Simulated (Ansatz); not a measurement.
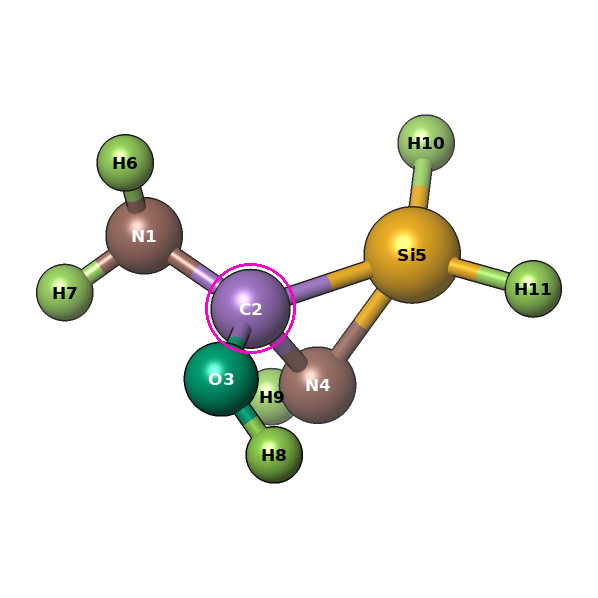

Distant atoms are faded towards the background colour. Circles mark the stereogenic atoms. The geometry was computed by an optimisation with PBE0-D4/def2-TZVP. No frequency run is at hand to confirm it as a minimum.

> What are the Cahn–Ingold–Prelog descriptors?

C2: S (priorities Si5 > O3 > N4 > N1).
